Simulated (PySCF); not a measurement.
## Electronic structure of C3H9AlO2 in real space

Input file:

```
{"job": {"kind": "nmr", "xc": "PBE0", "basis": "pcSseg-1", "pop": false}, "charge": 0, "multiplicity": 1}
C     -1.129800    -1.075900    -0.579500
O     -0.474100     0.055100    -0.037700
Al    -0.800400     1.131900     1.466900
C      0.729000     0.424400    -0.662000
C      1.871600    -0.519300    -0.380500
O      1.779600    -1.553000     0.210500
H     -2.025100    -1.214300     0.024500
H     -1.410600    -0.890500    -1.620600
H     -0.501700    -1.965200    -0.510800
H      0.527400     0.879200     2.276700
H     -2.142900     0.435300     1.887500
H     -0.837700     2.511700     0.683200
H      0.980600     1.408300    -0.243000
H      0.596300     0.535400    -1.747500
H      2.833200    -0.154900    -0.789700
```

Launched as:

```sh
OMP_NUM_THREADS=1 python probes_run.py task.json out
```

Geometry: GFN2-xTB, NEB image 0 of 0 to 8.

Theory: PySCF 2.14.0, PBE0/pcSseg-1, SCF density, gas phase, non-relativistic.

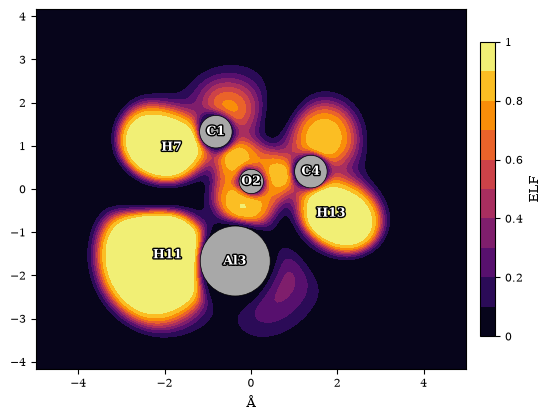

Figure 1. ELF on the plane of atoms C1, O2 and Al3. Grey discs cover the atomic cores.

Q: What do the fields say about this system?

A:
- The section cuts through C, O, Al and H sites.
- Al–O (1.88 Å): the ELF peaks at about 0.90 in the valence shell of O, 0.6 Å from its nucleus, and is about 0.40 at the midpoint.
- C–H (1.09 Å): the ELF climbs to about 1 towards the hydrogen, as it does in any bond to H (an ordinary covalent bond to hydrogen).
- Al–H (1.57 Å): the ELF climbs to about 1 towards the hydrogen.

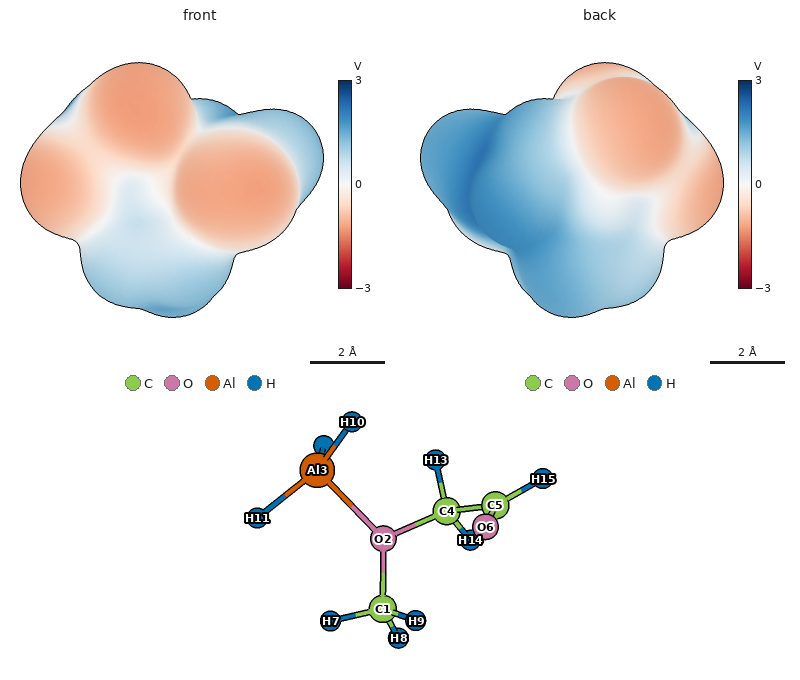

Figure 2. The electrostatic potential painted on the density surface at 0.002 e/bohr³, seen from the front and from behind; red is negative and blue positive. The bare structure is drawn below in the same view.

Q: Where is the surface potential most negative and most positive?

A: The most negative region (about −1.3 V) lies over O6 and H10, the most positive (about +2.1 V) over C4 and C5.
